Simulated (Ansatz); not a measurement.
KYb₃P (space group Pm-3m, No. 221): the input geometry of an electronic-structure calculation (not necessarily at equilibrium); the starting structure was generated, so it need not be a known form of this composition.

```
CELL_PARAMETERS angstrom
5.98655 0.00000 0.00000
0.00000 5.98655 0.00000
0.00000 0.00000 5.98655
ATOMIC_POSITIONS crystal
K 0.00000 0.00000 0.00000
Yb 0.00000 0.50000 0.00000
Yb 0.00000 0.00000 0.50000
Yb 0.50000 0.00000 0.00000
P 0.50000 0.50000 0.50000
```

Bonds are taken as K–Yb below 3.4 Å; no other contact counts. The graph is simplified in the usual way: terminal and isolated atoms are pruned, two-connected atoms become edges.

What net does this leave?

The result is a uninodal 6-connected, three-periodic net: K is a 6-connected node. Yb becomes part of the edges. P drops out. It is the pcu net, known from NaCl, ReO3 and the B-X framework of perovskite. It is a single net, without interpenetration.

```csv
node,links,point symbol,coordination sequence
K,6,4^12.6^3,6 18 38 66 102
```

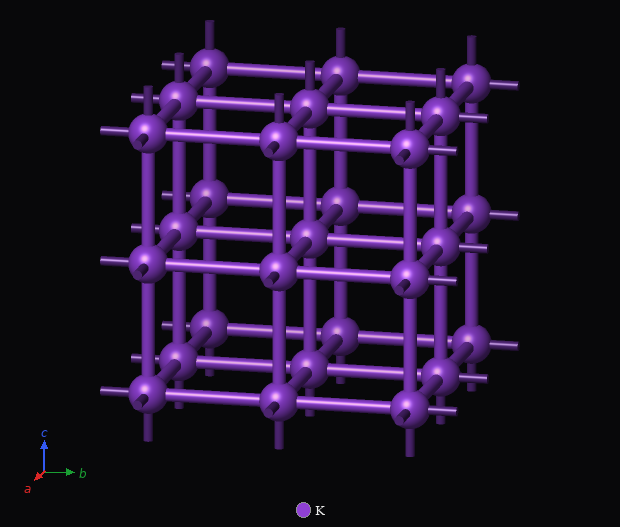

Nodes are coloured by element. Short stubs are edges that leave the cut-out.
